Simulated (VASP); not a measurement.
Band structure of ZrO2 (fluorite). All values below come from LDA (Ceperley-Alder, Perdew-Zunger) with spin-orbit coupling, VASP's LDA PAW potentials (set 64) (plane waves; VASP).

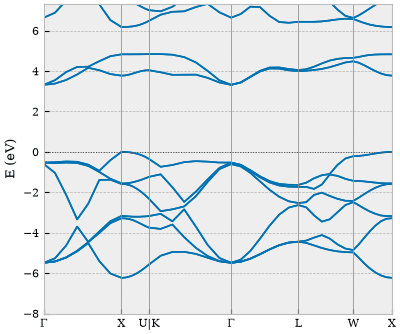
Figure. Bands along high-symmetry lines, zero at the valence-band maximum or, without a gap, the Fermi level

### Question
Read the plot: is there a gap, and where are the band edges?

### Answer
The gap is indirect, 3.32 eV, from the valence maximum at X to the conduction minimum at Γ.

The compound is ZrO2 in the fluorite structure, the high-temperature cubic form, which is unstable at 0 K; the monoclinic form is the stable one. It was relaxed first.
